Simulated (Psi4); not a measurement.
## Excited-state calculation, with input and output: SiH2Cl2

System: SiH2Cl2, SMILES Cl[SiH2]Cl.
Method: TDA (PBE)/def2-TZVP, RKS (Psi4 1.11).

The geometry comes from this level: PBE0-D4/def2-TZVP.

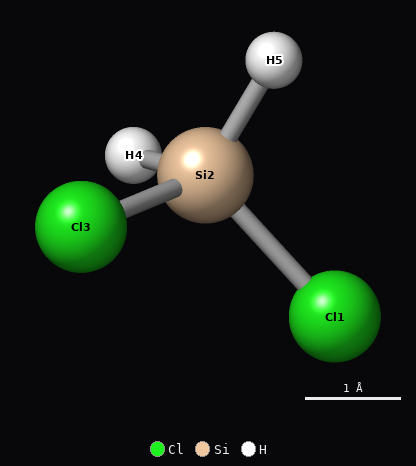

*The structure (ball-and-stick view, seen at a tilt; atoms are numbered from 1 in the order of the input).*

**Input file (job.inp)**
```python
memory 1600 mb

molecule geom {
  Cl    -1.95794524    -0.74341826     3.04113625
  Si     0.25851453    -0.13549336    -0.05461309
  Cl    -1.51026912     2.26162423    -2.50199739
  H      0.66518360    -2.57418493    -1.34397322
  H      2.63900253     1.05182156     0.78121278
  units au
  symmetry c1
}

set {
  basis def2-TZVP
  reference rks
  puream true
  scf_type pk
  dft_radial_points 35
  dft_spherical_points 110
  save_jk true
}

from psi4.driver.procrouting.response.scf_response import tdscf_excitations
result, w = energy("pbe", return_wfn=True)
states = tdscf_excitations(w, states=4, tda=True)
print_variables()
```

Run on 1 thread of Intel Xeon (Granite Rapids), 192 GiB of memory available, shared host.

Launch command:
```bash
psi4 -i job.inp -o job.out -n 1
```

**The program's output**
```
Psi4 1.11 release

   => Loading Basis Set <=

    Name: DEF2-TZVP
    Role: ORBITAL
    Keyword: BASIS

         ---------------------------------------------------------
                                   SCF
                              RKS Reference
                        1 Threads,   1525 MiB Core
         ---------------------------------------------------------

  ==> Geometry <==

    Molecular point group: c1
    Full point group: C1

    Geometry (in Bohr), charge = 0, multiplicity = 1:

       Center              X                  Y                   Z               Mass
    ------------   -----------------  -----------------  -----------------  -----------------
         CL          -0.850002869154    -1.221401072381     2.873439365973    34.968852682000
         SI           1.366456900846    -0.613476172381    -0.222309974027    27.976926534650
         CL          -0.402326749154     1.783641417619    -2.669694274027    34.968852682000
         H            1.773125970846    -3.052167742381    -1.511670104027     1.007825032230
         H            3.746944900846     0.573838747619     0.613515895973     1.007825032230

  Running in c1 symmetry.

  Rotational constants: A =      0.47199  B =      0.08485  C =      0.07384 [cm^-1]
  Rotational constants: A =  14149.76772  B =   2543.71561  C =   2213.57312 [MHz]
  Nuclear repulsion =  191.963421061022530

  Charge       = 0
  Multiplicity = 1
  Electrons    = 50
  Nalpha       = 25
  Nbeta        = 25

  ==> Algorithm <==

  SCF Algorithm Type is PK.
  DIIS enabled.
  MOM disabled.
  Fractional occupation disabled.
  Guess Type is SAD.
  Energy threshold   = 1.00e-06
  Density threshold  = 1.00e-06
  Integral threshold = 1.00e-12

  ==> Primary Basis <==

  Basis Set: DEF2-TZVP
    Blend: DEF2-TZVP
    Number of shells: 47
    Number of basis functions: 123
    Number of Cartesian functions: 138
    Spherical Harmonics?: true
    Max angular momentum: 3

  ==> DFT Potential <==

   => LibXC <=

    Version 7.1.2

   => Composite Functional: PBE <=

    PBE GGA Exchange-Correlation Functional

    Deriv               =              1
    GGA                 =           TRUE
    Meta                =          FALSE

    Exchange Hybrid     =          FALSE
    MP2 Hybrid          =          FALSE

   => Exchange Functionals <=

    1.0000     XC_GGA_X_PBE

   => Correlation Functionals <=

    1.0000     XC_GGA_C_PBE

   => LibXC Density Thresholds  <==

    XC_GGA_C_PBE:  1.00E-12
    XC_GGA_X_PBE:  1.00E-15

   => Molecular Quadrature <=

    Radial Scheme          =       TREUTLER
    Pruning Scheme         =           NONE
    Nuclear Scheme         =       TREUTLER

    Blocking Scheme        =         OCTREE
    BS radius alpha        =              1
    Pruning alpha          =              1
    Radial Points          =             35
    Spherical Points       =            110
    Total Points           =          18624
    Total Blocks           =            194
    Max Points             =            254
    Max Functions          =            120
    Weights Tolerance      =       1.00E-15

  ==> Integral Setup <==

  Using in-core PK algorithm.
   Calculation information:
      Number of atoms:                   5
      Number of AO shells:              47
      Number of primitives:             93
      Number of atomic orbitals:       138
      Number of basis functions:       123

      Integral cutoff                 1.00e-12
      Number of threads:                 1

  Performing in-core PK
  Using 58163502 doubles for integral storage.
  We computed 536253 shell quartets total.
  Whereas there are 636756 unique shell quartets.

  ==> DiskJK: Disk-Based J/K Matrices <==

    J tasked:                  Yes
    K tasked:                   No
    wK tasked:                  No
    Memory [MiB]:             1089
    Schwarz Cutoff:          1E-12

  Cached 100.0% of DFT collocation blocks in 0.053 [GiB].

  Minimum eigenvalue in the overlap matrix is 5.2568819002E-03.
  Reciprocal condition number of the overlap matrix is 1.1183957968E-03.
    Using symmetric orthogonalization.

  ==> Pre-Iterations <==

  SCF Guess: Superposition of Atomic Densities via on-the-fly atomic UHF (no occupation information).

   -------------------------
    Irrep   Nso     Nmo
   -------------------------
     A        123     123
   -------------------------
    Total     123     123
   -------------------------

  ==> Iterations <==

                        Total Energy        Delta E     RMS |[F,P]|

   @RKS iter SAD: -1210.57594876872099   -1.21058e+03   0.00000e+00
   @RKS iter   1: -1210.60507798121512   -2.91292e-02   4.42775e-03 ADIIS/DIIS
   @RKS iter   2: -1210.58406463742722    2.10133e-02   4.19355e-03 ADIIS/DIIS
   @RKS iter   3: -1210.69329630919106   -1.09232e-01   1.12949e-03 ADIIS/DIIS
   @RKS iter   4: -1210.70332935783767   -1.00330e-02   2.21222e-04 ADIIS/DIIS
   @RKS iter   5: -1210.70370371179592   -3.74354e-04   4.77308e-05 DIIS
   @RKS iter   6: -1210.70372217253430   -1.84607e-05   1.04173e-05 DIIS
   @RKS iter   7: -1210.70372309650406   -9.23970e-07   2.28837e-06 DIIS
   @RKS iter   8: -1210.70372313801704   -4.15130e-08   2.60582e-07 DIIS
  Energy and wave function converged.

  ==> Post-Iterations <==

   Electrons on quadrature grid:
      Ntotal   =   50.0013550731 ; deviation = 1.355e-03

    Orbital Energies [Eh]
    ---------------------

    Doubly Occupied:

       1A   -100.669016     2A   -100.669009     3A    -65.471583
       4A     -9.183001     5A     -9.182989     6A     -7.003044
       7A     -7.003035     8A     -6.997204     9A     -6.997196
      10A     -6.996755    11A     -6.996747    12A     -5.113724
      13A     -3.525931    14A     -3.524180    15A     -3.521063
      16A     -0.780462    17A     -0.757764    18A     -0.501667
      19A     -0.379412    20A     -0.372389    21A     -0.368766
      22A     -0.309245    23A     -0.304342    24A     -0.295192
      25A     -0.283828

    Virtual:

      26A     -0.032560    27A     -0.028090    28A      0.006356
      29A      0.024863    30A      0.104715    31A      0.125801
      32A      0.129561    33A      0.131721    34A      0.134523
      35A      0.161471    36A      0.184237    37A      0.226539
      38A      0.248925    39A      0.290715    40A      0.309002
      41A      0.311755    42A      0.317796    43A      0.333618
      44A      0.347664    45A      0.347809    46A      0.376829
      47A      0.408113    48A      0.459341    49A      0.482742
      50A      0.508048    51A      0.516389    52A      0.542811
      53A      0.547191    54A      0.572811    55A      0.578759
      56A      0.626771    57A      0.867954    58A      0.868462
      59A      0.882028    60A      0.884988    61A      0.946740
      62A      0.947298    63A      0.966046    64A      1.013603
      65A      1.045347    66A      1.138967    67A      1.145742
      68A      1.156742    69A      1.187189    70A      1.226082
      71A      1.273367    72A      1.393876    73A      1.483631
      74A      1.631105    75A      1.631220    76A      1.671894
      77A      1.682845    78A      1.691480    79A      1.702080
      80A      1.737931    81A      1.747311    82A      1.761208
      83A      1.804396    84A      1.859444    85A      1.889725
      86A      1.897782    87A      1.907518    88A      1.984246
      89A      1.985599    90A      1.986749    91A      2.001968
      92A      2.048165    93A      2.051555    94A      2.110818
      95A      2.114169    96A      2.115981    97A      2.124663
      98A      2.163895    99A      2.165768   100A      2.173981
     101A      2.225856   102A      2.249837   103A      2.263511
     104A      2.374817   105A      2.397749   106A      2.487730
     107A      2.498804   108A      2.523664   109A      2.752879
     110A      2.771091   111A      2.856639   112A      5.980118
     113A      6.025976   114A      6.108164   115A     10.259117
     116A     10.510127   117A     10.526090   118A     10.541083
     119A     10.569782   120A     10.860558   121A     11.208734
     122A     24.497316   123A     24.735072

    Final Occupation by Irrep:
              A
    DOCC [    25 ]
    NA   [    25 ]
    NB   [    25 ]

  @RKS Final Energy: -1210.70372313801704

   => Energetics <=

    Nuclear Repulsion Energy =            191.9634210610225296
    One-Electron Energy =               -2055.9501193556220642
    Two-Electron Energy =                 730.9787197214047865
    DFT Exchange-Correlation Energy =     -77.6957445648222773
    Empirical Dispersion Energy =           0.0000000000000000
    VV10 Nonlocal Energy =                  0.0000000000000000
    Total Energy =                      -1210.7037231380170397

Computation Completed

Properties will be evaluated at   0.000000,   0.000000,   0.000000 [a0]

Properties computed using the SCF density matrix

 Multipole Moments:

 ------------------------------------------------------------------------------------
     Multipole            Electronic (a.u.)      Nuclear  (a.u.)        Total (a.u.)
 ------------------------------------------------------------------------------------

 L = 1.  Multiply by 2.5417464519 to convert [e a0] to [Debye]
 Dipole X            :         -2.9903254            3.3608640            0.3705385
 Dipole Y            :          1.3426256           -1.5089095           -0.1662839
 Dipole Z            :          0.4864592           -0.5468273           -0.0603680
 Magnitude           :                                                    0.4106013

 ------------------------------------------------------------------------------------

	total time  =          3 seconds =       0.05 minutes

******************************************************************************************
**********                               WARNING                                **********
**********       The names of excited state variables changed between 1.5       **********
**********     and 1.6. For a quick solution, remove the symmetry specifier     **********
**********   from the variable name. For full details, see 'Notes on Psivars'   **********
**********                        in the documentation.                         **********
******************************************************************************************

         ---------------------------------------------------------
                         TDSCF excitation energies
         ---------------------------------------------------------

  ==> Options <==

     Residual threshold  : 1.0000e-04
     Initial guess       : denominators
     Reference           : RHF
     Solver type         : TDA (Davidson)

  ==> Requested Excitations <==

      4 singlet states with A symmetry

  ==> Seeking the lowest 4 singlet states with A symmetry

                         Generalized Davidson Solver

  ==> Options <==

    Max number of iterations        = 60
    Eigenvector tolerance           = 1.0000e-04
    Max number of expansion vectors = 800

  => Iterations <=
                           Max[D[value]]     Max[|R|]   # vectors
  DavidsonSolver iter   1:   2.76813e-01  5.27948e-02     16
  DavidsonSolver iter   2:   3.12421e-03  1.80333e-02     20
  DavidsonSolver iter   3:   2.25407e-04  3.10284e-03     24
  DavidsonSolver iter   4:   5.59315e-06  6.97012e-04     28
  DavidsonSolver iter   5:   2.57373e-07  1.12997e-04     29
  DavidsonSolver iter   6:   9.18829e-09  9.04578e-05     30      Converged

******************************************************************************************
**********                               WARNING                                **********
**********  Length-gauge rotatory strengths are **NOT** gauge-origin invariant  **********
******************************************************************************************

                                    Excitation Energy         Total Energy        Oscillator Strength             Rotatory Strength
     #   Sym: GS->ES (Trans)        au              eV              au          au (length)    au (velocity)    au (length)    au (velocity)
    ---- -------------------- --------------- --------------- --------------- --------------- --------------- --------------- ---------------
     1        A->A (1 A)       0.25493         6.93694        -1210.44880      0.0075          0.0175         -0.0000         -0.0000
     2        A->A (1 A)       0.25951         7.06172        -1210.44421      0.0000          0.0000          0.0000         -0.0000
     3        A->A (1 A)       0.27305         7.42999        -1210.43068      0.0170          0.0066          0.0000          0.0000
     4        A->A (1 A)       0.27560         7.49957        -1210.42812      0.0000          0.0000         -0.0000         -0.0000

Contributing excitations
Only contributions with abs(coeff) > 1.00e-01 will be printed:

Excited State    1 (1 A):   0.25493 au   178.73 nm f = 0.0075
  Sums of squares: Xssq =  1.000000e+00
     25a  ->  26a    -0.994545 (98.912%)

Excited State    2 (1 A):   0.25951 au   175.57 nm f = 0.0000
  Sums of squares: Xssq =  1.000000e+00
     25a  ->  27a     0.993344 (98.673%)

Excited State    3 (1 A):   0.27305 au   166.87 nm f = 0.0170
  Sums of squares: Xssq =  1.000000e+00
     22a  ->  26a    -0.136779 ( 1.871%)
     24a  ->  27a     0.977031 (95.459%)
     25a  ->  29a     0.116485 ( 1.357%)

Excited State    4 (1 A):   0.27560 au   165.32 nm f = 0.0000
  Sums of squares: Xssq =  1.000000e+00
     23a  ->  26a     0.992415 (98.489%)

******************************************************************************************
**********                               WARNING                                **********
**********       The names of excited state variables changed between 1.5       **********
**********     and 1.6. For a quick solution, remove the symmetry specifier     **********
**********   from the variable name. For full details, see 'Notes on Psivars'   **********
**********                        in the documentation.                         **********
******************************************************************************************

  Variable Map:
  ----------------------------------------------------------------------------
  "CURRENT ENERGY"              =>   -1210.703723138017
  "CURRENT REFERENCE ENERGY"    =>   -1210.703723138017
  "DD SOLVATION ENERGY"         =>       0.000000000000
  "DFT FUNCTIONAL TOTAL ENERGY" =>   -1210.703723138017
  "DFT TOTAL ENERGY"            =>   -1210.703723138017
  "DFT VV10 ENERGY"             =>       0.000000000000
  "DFT XC ENERGY"               =>     -77.695744564822
  "GRID ELECTRONS ALPHA"        =>      25.000677536569
  "GRID ELECTRONS BETA"         =>      25.000677536569
  "GRID ELECTRONS TOTAL"        =>      50.001355073138
  "NUCLEAR REPULSION ENERGY"    =>     191.963421061023
  "ONE-ELECTRON ENERGY"         =>   -2055.950119355622
  "PCM POLARIZATION ENERGY"     =>       0.000000000000
  "PE ENERGY"                   =>       0.000000000000
  "SCF ITERATION ENERGY"        =>   -1210.703723138017
  "SCF ITERATIONS"              =>       8.000000000000
  "SCF TOTAL ENERGY"            =>   -1210.703723138017
  "TWO-ELECTRON ENERGY"         =>     730.978719721405
  "XC GRID RADIAL POINTS"       =>      35.000000000000
  "XC GRID SPHERICAL POINTS"    =>     110.000000000000
  "XC GRID TOTAL POINTS"        =>   18624.000000000000

  Array Variable Map:
  ----------------------------------------------------------------------------
  "CURRENT DIPOLE"              =>       0.370538529656 ... -0.060368047019 1 by 3
  "SCF DIPOLE"                  =>       0.370538529656 ... -0.060368047019 1 by 3
  "SCF TOTAL ENERGIES"          =>   -1210.575948768721 ... -1210.703723138017 1 by 9

    Psi4 run time: 0:00:06.41
```

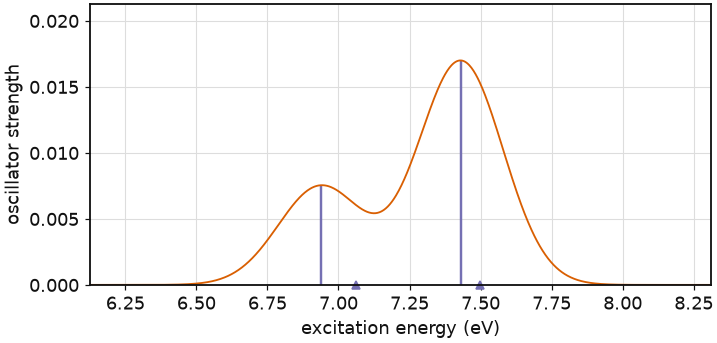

*Computed excitations as sticks (degenerate states added up, dark ones marked on the axis), with a Gaussian envelope of 0.35 eV full width at half maximum, scaled to the tallest.*

Of the 4 states the lowest lies at 6.94 eV (f = 0.007); the strongest line is at 7.43 eV, or 167 nm (f = 0.017).

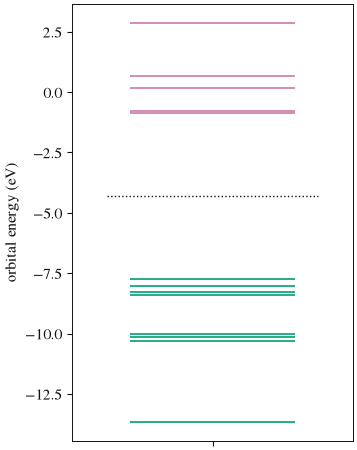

*Orbital energies near the frontier; the dotted line parts filled from empty levels, and levels within 0.02 eV of each other stand side by side.*

Highest filled −7.72 eV, lowest empty −0.89 eV, 6.83 eV apart.

**Results in brief**

| quantity | value |
| --- | --- |
| outcome | converged |
| total energy | −1210.703723 hartree |
| basis functions | 123 |
| HOMO | −7.72 eV |
| LUMO | −0.89 eV |
| dipole moment | 1.04 D |
| lowest excitation | 6.94 eV |
| wall time | 7.5 s |
| peak memory | 0.72 GiB |
